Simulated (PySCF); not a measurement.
# C5H11BO: electronic excitations

Aim: predict the electronic excitations of C5H11BO (`BOCC(=C)CC`).

The runs use PySCF 2.14.0, with density-fitted response routines of our own; the level of theory stands in each step. All values are computed, except where a source is named. Atoms count from 0, in the outputs and in this text.

## Step 1: Starting geometry

18 atoms, charge 0, multiplicity 1; geometry from: GFN2-xTB.

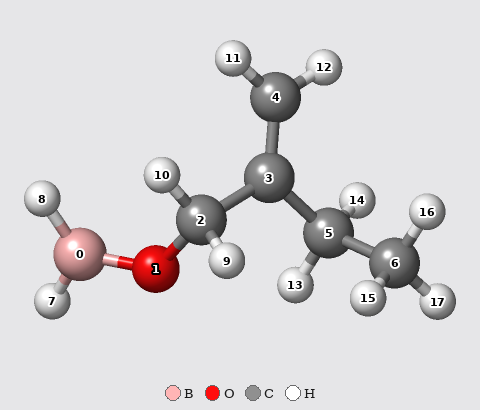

The starting geometry (boron pink, oxygen red, carbon grey, hydrogen white), atoms numbered; sticks join atoms by distance.

## Step 2: TDDFT and polarisability: CAM-B3LYP/def2-SVPD

The job: settings as JSON, then the geometry in Å.

```
{"job": {"kind": "uv", "xc": "CAM-B3LYP", "basis": "def2-SVPD", "nstates": 8, "ntriplets": 3}, "charge": 0, "multiplicity": 1}
B      2.808839    -0.538457    -0.961931
O      1.594623    -0.023509    -0.998063
C      0.982590     0.669960     0.071682
C     -0.162109    -0.140882     0.629332
C     -0.194927    -0.514250     1.897817
C     -1.247210    -0.484152    -0.352153
C     -2.256081     0.658280    -0.486647
H      3.146152    -1.094020    -1.937102
H      3.516333    -0.438058    -0.019964
H      0.603872     1.616014    -0.336892
H      1.713365     0.888961     0.859027
H      0.583866    -0.252583     2.594145
H     -1.011460    -1.094937     2.292931
H     -0.792756    -0.684615    -1.323947
H     -1.768866    -1.383361    -0.020444
H     -1.775767     1.559200    -0.860617
H     -2.702142     0.883085     0.479832
H     -3.047082     0.379642    -1.178652
```

Level: TDDFT CAM-B3LYP/def2-SVPD, vertical, gas phase, core orbitals frozen in the response.

Started as:

```bash
$ OMP_NUM_THREADS=1 python probes_run.py task.json out
```

One launch serves the whole session: the jobs run in the order shown.

What will the session give for the following? lowest singlet (CAM-B3LYP/def2-SVPD); brightest single state of those computed; lowest triplet. Wanted: lowest singlet; brightest single state of those computed; lowest triplet.

**Answer**, as computed:

| quantity | value |
| --- | --- |
| lowest singlet (CAM-B3LYP/def2-SVPD) | 6.35 eV (195 nm), f = 0.000 |
| brightest single state of those computed | state 2, 7.06 eV, f = 0.170 |
| lowest triplet | 4.41 eV |

What this shows: The lowest singlet, at 6.35 eV, is HOMO−1→LUMO 0.79 and is dark; of the 8 states computed, the strongest absorption comes from state 2 at 7.06 eV (the last state computed is bright too, and its partners may lie past the list). The lowest triplet lies 1.93 eV below the lowest singlet (triplets in Tamm-Dancoff, singlets in full TDDFT).
